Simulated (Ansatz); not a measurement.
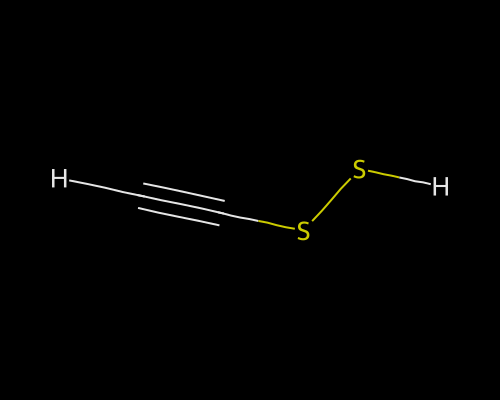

2D structure.

Transcribe the drawing into SMILES.

Answer. C#CSS

Give the formula, hydrogens included.

Answer. C2H2S2.

An optimisation with PBE0-D4/def2-TZVP gave a structure of which point group?

Answer. C1.

More results for the same structure follow; atom numbers are the same in all pictures, views and colours differ. The geometry was computed by an optimisation with PBE0-D4/def2-TZVP.

Vibrations

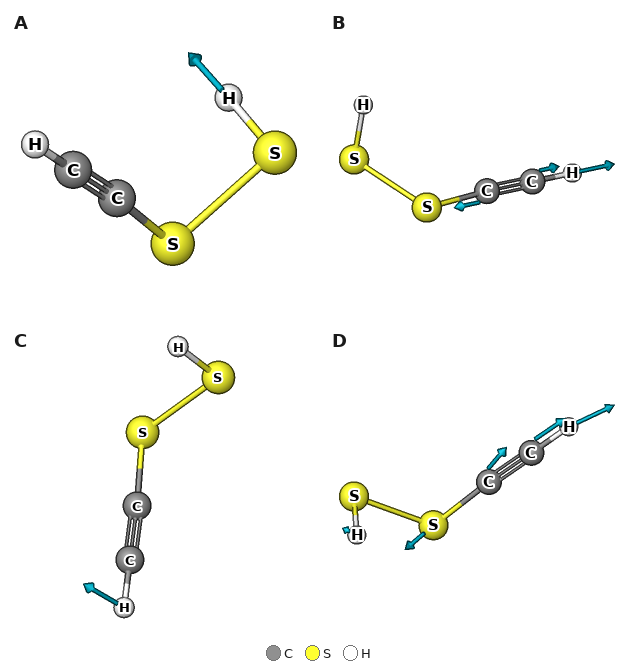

4 normal modes of one molecule or complex, as arrows. Harmonic vibrations computed with RKS PBE0-D4/def2-TZVP (Ansatz 0.2.0) at a stationary point of the same level.

Match the panels to the wavenumbers 570 cm⁻¹, 723 cm⁻¹, 2152 cm⁻¹, 2668 cm⁻¹.

Answer. A: 2668 cm⁻¹, S–H stretching
B: 2152 cm⁻¹
C: 570 cm⁻¹
D: 723 cm⁻¹, C–S stretching

Dipole moment

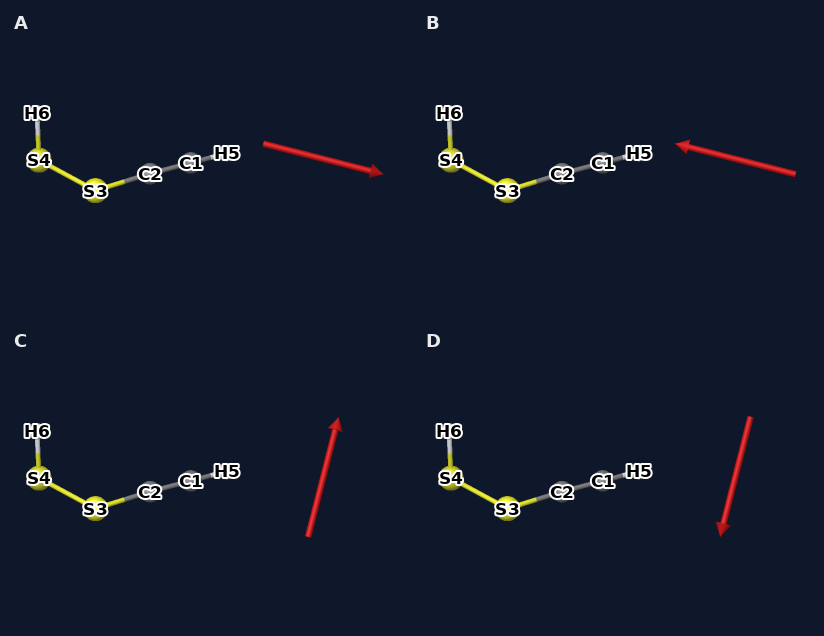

The same molecule four times, each with an arrow. Method: RKS r2SCAN-D4/def2-TZVPP (Ansatz 0.2.0).

Which arrow points along the dipole moment, from the negative to the positive end?

Answer. C. The dipole moment is 1.10 D; it points from the side of S3 to the side of H5 (the outermost atoms at the two ends).

Electronic properties

Level of theory: RKS PBE0-D4/def2-QZVPP (Ansatz 0.2.0).

Estimate the HOMO energy (Kohn–Sham orbital).

Answer. −7.05 eV.

Estimate the LUMO energy (Kohn–Sham orbital).

Answer. −1.65 eV.
